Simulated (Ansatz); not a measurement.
# Nb(110) slab, 5 layers: phonons and vibrational spectra, part 2 of 2

Task: relax Nb(110) slab, 5 layers, then find its harmonic phonons.

Ansatz 0.2.0; DFT PBEsol, scalar-relativistic, plane waves, PAW.

So far. Step 4 (Relaxing to small forces for the phonons): The largest force component left is 0.013 meV/Å, within the tolerances set.

## (5) Linear response at the zone centre

The zone centre comes first: it holds the modes that light can see, as far as symmetry allows. No field response is asked, since the mesh shows no gap.

input.yaml

```yaml
crystal:
  lattice:
    - [1.6182366472, 2.198510974, 0.0]
    - [-1.6182366472, 2.198510974, 0.0]
    - [0.0, 0.0, 42.4675810856]
  atoms:
    - { symbol: Nb, position: [0.0, 0.0, 0.1509355756] }
    - { symbol: Nb, position: [0.5, 0.5, 0.2060844006] }
    - { symbol: Nb, position: [0.0, 0.0, 0.2629512846] }
    - { symbol: Nb, position: [0.5, 0.5, 0.3198181686] }
    - { symbol: Nb, position: [0.0, 0.0, 0.3749669936] }
  periodic: [true, true, false]
kpoints:
  mp_grid: { grid: [12, 12, 1] }
hamiltonian:
  xc: pbesol
scf:
  occupations: { method: methfessel_paxton, width: 0.15 }
output:
  eigenvalues: true
phonons:
  method: dfpt
```

Started as:

```bash
$ ansatz run input.yaml --threads 8 --pin off --max-ram 14336MiB --backend cpu --events-out ev --progress --plain --runs-dir out
```

Numbers of over 12 decimals in the logs are rounded to 6 here.

Log:

```text
Warning: crystal.symmetry: narrowed to the stabiliser of the run's FFT grids — unitary ops 8 → 4. A phonons.method: dfpt run fills in the rows of the dynamical matrix that it does not solve by its symmetry operations, which is exact only for operations that map its FFT grids onto themselves: filled in by any other, the frequencies could depend on the order in which like atoms are typed, or, by more than the grids' own error, on where the crystal sits among the grids' points. Excluded: 4 operations. The run can therefore solve more perturbations, solve them on more k-points, or both, and cost more. [rest of the remark cut]
[...]
Crystal: 5 atoms, lattice volume = 302.175 Å³
Basis set: ecut = 420 eV, 5991 PW (Γ), exchange–correlation on 40×40×576 points (8 copies of the dense FFT grid, shifted against one another)
Bands: 39, of which v1, the nominal top of the filled ones, is band 33 counted from 1 (32 counted from 0)
Symmetry: 8 space group operations
k-points: 43 of 144 (irreducible under 4 space group operations)
[...]
SCF iter   1: F=—  HF=-22475.339518 eV  |F-HF|=—  |Δ(HF+E_count)|=         —  Δρ=8.73e-3  dr2=5.66e0  ethr=1.77e-3  ⟨swp⟩=11.9  Hψ=11217  notcnv=0  defer=1
[...]
SCF iter  11: F=-22475.204444 eV  HF=-22475.204444 eV  |F-HF|=2.58e-10  |Δ(HF+E_count)|=  5.17e-10  S|Δr|=    0.00e0  Δρ=3.00e-8  dr2=5.61e-12  ethr=1.00e-12  ⟨swp⟩=21.6  Hψ=14040  notcnv=0
SCF 1 converged in 11 iterations: F = -22475.204444 eV  dr2 = 5.61e-12
[...]
DFPT response loops at Γ: preconditioner auto → none (partly filled bands, converged f_vac=0.668); β = 0.50; Broyden in place of MSR1
SCF converged after 11 iterations
[...]
Free energy (F): -22475.204444 eV
[...]
Internal energy: -22475.203262 eV  (E = F + TS)
E sigma→0 (E₀):  -22475.204149 eV
Entropy (-TS):   -0.001182 eV (-0.236 meV/atom)
Fermi energy:    -4.685175 eV
[...]
--- Band table (eV; the first three rows and the last of 43) ---
  k-point 0: bands = [... 29 lower, -5.4385, -5.2049, -5.1691, -4.9330, -4.7793, -3.9728, -3.4730, -3.1850, ... 2 higher]
  k-point 1: bands = [... 29 lower, -5.4964, -5.2032, -5.1227, -5.0719, -4.6555, -4.2505, -3.5944, -3.5222, ... 2 higher]
  k-point 2: bands = [... 29 lower, -5.5473, -5.4867, -5.2119, -4.9562, -4.8356, -4.4208, -4.0429, -3.5526, ... 2 higher]
  k-point 42: bands = [... 29 lower, -5.3722, -4.7419, -3.9106, -2.7758, -2.7388, -2.6756, -2.0618, -2.0028, ... 2 higher]
--- Phonons (Γ-DFPT): 15 representative perturbations + reference, on 43 of 144 k-points (Σ response iterations 75) ---
  ASR residual: 1.418e-4 → 0.000e0 eV/Å²; symmetrization residual: 3.042e-5 eV/Å²
  The last average, over the group as it would stand without the narrowing to the FFT grids, took up to 3.342e-5 eV/Å² of the zone centre's force constants
  ASR residual per site (eV/Å²): 6.08e-5 1.42e-4 3.83e-5 7.48e-5 6.68e-5
  Γ frequencies (cm⁻¹): 0.00 0.00 0.00 30.44 43.41 60.29 70.33 89.12 120.24 125.94 131.22 140.59 157.51 181.22 210.95
  non-analytic LO–TO correction: not included (Born effective charges unavailable; polar crystals: no LO–TO splitting at Γ)
```

Run time: 2.1 min. Hardware: 8 threads of Arm Neoverse V2, shared host; peak memory 2.1 GiB; 16 min of CPU time.

Reading the cycles: dr2 is the Hartree energy of the density residual (eV), the measure of convergence; HF is the Harris–Foulkes estimate of the energy, which meets the free energy F at convergence.

Numbers from this step:

- sum-rule residual before enforcement: 1.42e-4 eV/Å²
- point group: mmm
- highest optical mode at the zone centre (no LO-TO term): 210.9 cm⁻¹
- lowest optical zone-centre mode: 30.44 cm⁻¹

Patterns of degenerate modes are one choice out of their space. Modes at Γ:

```tsv
mode	frequency (cm⁻¹)	symmetry
1	0.0	acoustic
2	0.0	acoustic
3	0.0	acoustic
4	30.4	B2g
5	43.4	B3g
6	60.3	B3u
7	70.3	Ag
8	89.1	B2u
9	120.2	B2g
10	125.9	B3g
11	131.2	B1u
12	140.6	B2u
13	157.5	B3u
14	181.2	Ag
15	210.9	B1u
```

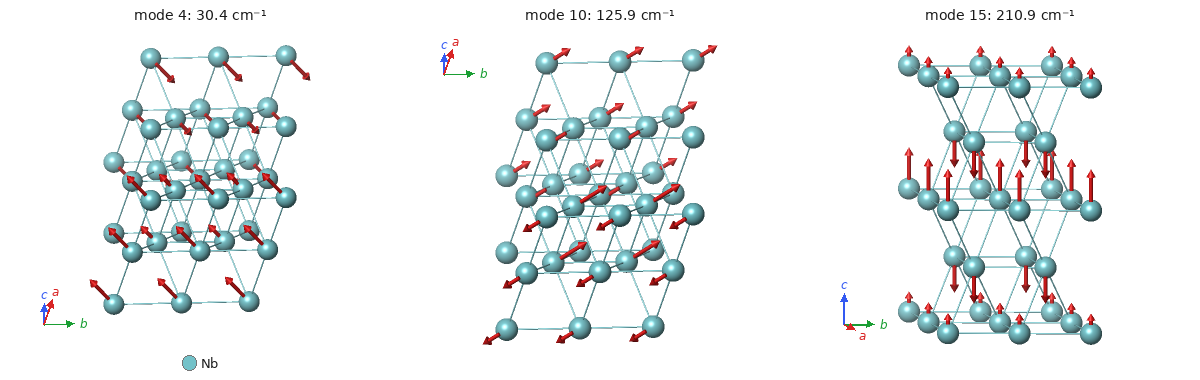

Displacement patterns of modes 4, 10 and 15 at Γ; arrows are exaggerated. 2×2×1 cells are drawn. Some periodic images of atoms are drawn too.

Before it was imposed, the acoustic sum rule was missed by 1.4e-4 eV/Å². Small misses are needed for a sound result but don't prove that mesh and cutoff are converged. The lowest optical mode is real, 30.4 cm⁻¹.

## (6) Response at finite wavevector

Stability and thermal properties need the whole zone. Linear response on a 2×2×1 q mesh gives force constants as far as a supercell of that size would.

Changes to input.yaml since step 5:

```diff
@@ -22 +22,6 @@
   method: dfpt
+  qmesh: [2, 2, 1]
+  temperatures: { t_max: 1000, t_step: 50 }
+  qpath:
+    path: [[0.0, 0.0, 0.0], [0.5, 0.5, 0.0], [0.61455381, 0.38544619, 0.0]]
+    npoints: 10
```

Log:

```text
[...]
Crystal: 5 atoms, lattice volume = 302.175 Å³
Basis set: ecut = 420 eV, 5991 PW (Γ), exchange–correlation on 40×40×576 points (8 copies of the dense FFT grid, shifted against one another)
Bands: 39, of which v1, the nominal top of the filled ones, is band 33 counted from 1 (32 counted from 0)
Symmetry: 8 space group operations
k-points: 43 of 144 (irreducible under 4 space group operations)
[...]
SCF iter   1: F=—  HF=-22475.339518 eV  |F-HF|=—  |Δ(HF+E_count)|=         —  Δρ=8.73e-3  dr2=5.66e0  ethr=1.77e-3  ⟨swp⟩=11.9  Hψ=11217  notcnv=0  defer=1
[...]
SCF iter  11: F=-22475.204444 eV  HF=-22475.204444 eV  |F-HF|=2.58e-10  |Δ(HF+E_count)|=  5.17e-10  S|Δr|=    0.00e0  Δρ=3.00e-8  dr2=5.61e-12  ethr=1.00e-12  ⟨swp⟩=21.6  Hψ=14040  notcnv=0
SCF 1 converged in 11 iterations: F = -22475.204444 eV  dr2 = 5.61e-12
[...]
phonons: the bands overlap, so this run is a metal and interpolates without the dipole-dipole term. If the crystal is really an insulator or semiconductor, its LO-TO splitting is missing
NSCF: frozen V_eff on 43 k-points
WARN: eigensolver did not converge (k=1): 1 band(s) unlocked after 3 eigensolves, warm-restarted (20 sweeps on the last) at ethr=1.36e-12 eV (storage-precision floor; scheduled 1.00e-12 eV) (lowest unlocked band 38, counted from 0; max residual 1.06e-3 eV among the unlocked bands, 1.06e-3 eV over every band; other slots of this pass that fall short are told together in one closing line; warning suppressed until the next SCF loop or pass starts)
WARN: eigensolver did not converge in 3 slots of this pass, the one above among them; of largest residual over every band (k=1): 1 band(s) unlocked (lowest unlocked band 38, counted from 0; max residual 1.06e-3 eV among the unlocked bands, 1.06e-3 eV over every band); of lowest unlocked band (k=1): band 38
[...]
DFPT response loops at q = (0, 0, 0) (fractional): preconditioner auto → none (partly filled bands, converged f_vac=0.668); β = 0.50; Broyden in place of MSR1
[...]
SCF converged after 11 iterations
[...]
Free energy (F): -22475.204444 eV
[...]
Internal energy: -22475.203262 eV  (E = F + TS)
E sigma→0 (E₀):  -22475.204149 eV
Entropy (-TS):   -0.001182 eV (-0.236 meV/atom)
Fermi energy:    -4.685175 eV
[...]
--- Band table (eV; the first three rows and the last of 43) ---
  k-point 0: bands = [... 29 lower, -5.4385, -5.2049, -5.1691, -4.9330, -4.7793, -3.9728, -3.4730, -3.1850, ... 2 higher]
  k-point 1: bands = [... 29 lower, -5.4964, -5.2032, -5.1227, -5.0719, -4.6555, -4.2505, -3.5944, -3.5222, ... 2 higher]
  k-point 2: bands = [... 29 lower, -5.5473, -5.4867, -5.2119, -4.9562, -4.8356, -4.4208, -4.0429, -3.5526, ... 2 higher]
  k-point 42: bands = [... 29 lower, -5.3722, -4.7419, -3.9106, -2.7758, -2.7388, -2.6756, -2.0618, -2.0028, ... 2 higher]
--- Phonons (Γ-DFPT): 15 representative perturbations + reference (Σ response iterations 75) ---
  ASR residual: 1.447e-4 → 0.000e0 eV/Å²; symmetrization residual: 3.059e-5 eV/Å²
[...]
ASR residual per site (eV/Å²): 5.89e-5 1.45e-4 5.33e-5 7.52e-5 6.64e-5
[...]
--- Phonons (arbitrary-q DFPT): 3 irreducible q on the 2×2×1 mesh ---
  q = [0.0000, 0.0000, 0.0000] (star 1, of the zone-centre solve; hermiticity 7.31e-6, symmetrization 3.87e-14, taken by the last average 4.14e-6): -0.00 0.00 0.00 30.44 43.41 60.29 70.33 89.12 120.24 125.94 131.22 140.59 157.51 181.22 210.95
  q = [0.0000, -0.5000, 0.0000] (star 2, 15 solved perturbations on 74 of 144 k-point pairs; hermiticity 3.30e-6, symmetrization 7.70e-9, taken by the last average 2.27e-6): 121.30 136.59 136.87 141.06 141.18 153.30 160.36 162.83 166.89 172.91 191.25 192.88 225.33 249.66 249.75
[...]
sum rule: each row above includes the acoustic sum rule's correction from the zone centre's row sums; it moved no ω² by more than (0.65 cm⁻¹)²
  mesh force constants: q→R imaginary residual 3.25e-18; ASR residual 1.447e-4 → 0.000e0 eV/Å²; symmetrization residual 8.882e-16 eV/Å²
  interpolated dispersion: 21 rows × 15 modes
  density of states and harmonic sums: on the 24×24×1 q-mesh, interpolated from the force constants of a 2×2×1 supercell (no non-analytic term)
  largest difference from the sums on the solved wave vectors: F 9.19e-2 eV, S 1.56e-4 and C_V 6.42e-5 eV/K
  zero-point energy: 0.153790 eV/cell   skipped modes (ω ≤ 0): 3   left out of the sums: 3.47e-4 of the cell's modes: C_V's classical limit lies that fraction below 3 k_B per atom; for a crystal, a wire or a layer, F and S can be off by more, and a phonons.interpolated_qmesh denser along its periods is the remedy for the sampling
```

Run time: 8.2 min. Hardware: 8 threads; peak memory 2.7 GiB; 63 min of CPU time.

Numbers from this step:

```yaml
sum_rule_residual_before_enforcement: 1.45e-4 eV/Å²
lowest_frequency_on_the_path: 0 cm⁻¹
highest_frequency_on_the_path_or_at_a_solved_wavevector: 253.8 cm⁻¹
mean_frequency: 165.4 cm⁻¹
lowest_mode_on_the_q_mesh_acoustic_modes_at_gamma_apart: 30.44 cm⁻¹
```

Frequencies (cm⁻¹) solved at each irreducible wavevector; negative means imaginary. Frequencies by wavevector, by row:

```tsv
q in reciprocal lattice units	star	mode 1	mode 2	mode 3	mode 4	mode 13	mode 14	mode 15
0 0 0	1	0	0	0	30.4	157.5	181.2	210.9
0 -0.5 0	2	121.3	136.6	136.9	141.1	225.3	249.7	249.8
-0.5 -0.5 0	1	143.4	149.6	154.9	162.4	248.6	250.6	253.8
```

Interpolated from a 2×2×1 q mesh, rough between the solved points. The phonon branches at the labelled points (cm⁻¹):

```tsv
point	branch 1	branch 2	branch 3	branch 4	branch 12	branch 13	branch 14	branch 15
Γ	0	0	0	30	141	158	181	211
Y	143	150	155	162	233	249	251	254
C0	144	151	161	169	233	240	242	245
```

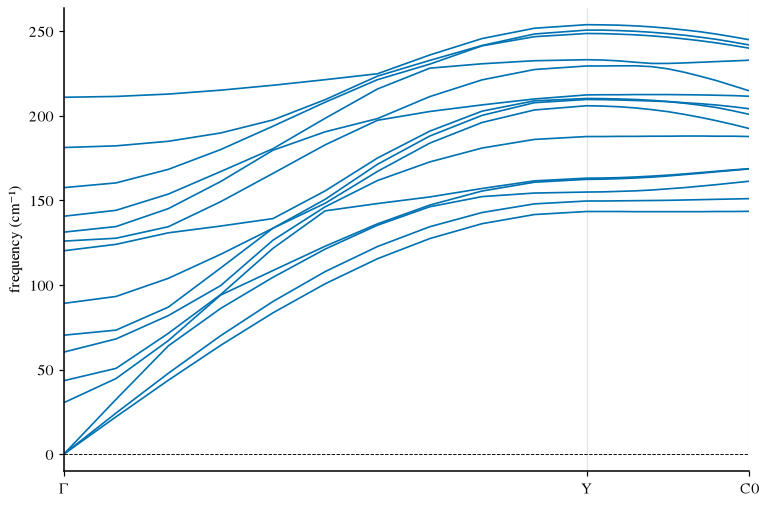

Phonon branches along the path.

The phonon density of states has structure finer than the step of the table below, so its rows give means over 10 cm⁻¹, whole bins alone (the curve runs from 1 to 255 cm⁻¹). Peaks (cm⁻¹: height): 143.0: 0.162, 163.0: 0.167, 187.0: 0.126, 245.0: 0.0802.

Tetrahedra on a 24×24×1 mesh, mean over bins of 2 cm-1. Interpolated from a 2×2×1 q mesh, rough between the solved points. The phonon density of states by wavenumber; means over each step:

```tsv
wavenumber (cm⁻¹)	phonon density of states (1/cm⁻¹/cell)
10	0.00116
20	0.00234
30	0.00384
40	0.00595
50	0.00891
60	0.0123
70	0.0176
80	0.0231
90	0.0292
100	0.0370
110	0.0454
120	0.0612
130	0.0890
140	0.138
150	0.132
160	0.149
170	0.118
180	0.106
190	0.119
200	0.0947
210	0.0920
220	0.0640
230	0.0487
240	0.0494
250	0.0524
```

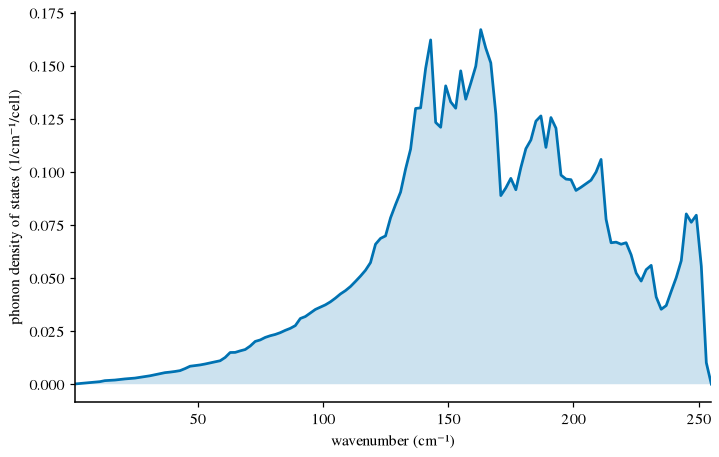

Phonon density of states, plotted against wavenumber.

Symmetry leaves 3 wavevectors to solve. The lowest mode among them, the acoustic zeros apart, lies at Γ and is real, 30.4 cm⁻¹.

## (7) Summary of results

- space group after relaxation (within 0.01 Å): Cmmm
- area per atom: 1.42 Å²
- electronic character: no gap on this mesh
- highest optical mode at the zone centre (no LO-TO term): 211 cm⁻¹
- lowest optical zone-centre mode: 30.4 cm⁻¹
- lowest mode on the q mesh (acoustic modes at Γ apart): 30.4 cm⁻¹
- highest frequency on the path or at a solved wavevector: 254 cm⁻¹
- imaginary modes on the 2×2×1 q mesh: none

In words: The structure is a minimum as far as tested: no mode is imaginary at the 3 irreducible wavevectors of the 2×2×1 mesh, and the softest away from the acoustic zeros lies at 30 cm⁻¹. The optical modes at Γ span 30 to 211 cm⁻¹. The q mesh stands for a supercell only 5.5 Å across, so branches between the solved wavevectors are rough. With no gap, or one that is small against the smearing, the frequencies hang on the k mesh and the smearing, most of all near Kohn anomalies. In a sheet or slab the interpolated bending branch near Γ is rough, since the rotational sum rule isn't imposed. A phonon run warned that its eigensolver left some bands unconverged in a pass. The starting cell was built on a prototype and not taken from a measurement. These are harmonic frequencies at zero temperature: anharmonic shifts, linewidths and thermal expansion are left out.

[Logs are printed without paths, hosts, clocks, repeated set-up lines and the standing remarks that a program may print on its own settings, such as how far it seeks lower states.]

[Hosts, paths, dates, database ids (printed as entryN), source tags and the programs' standing remarks are cut or masked in the printed files.]
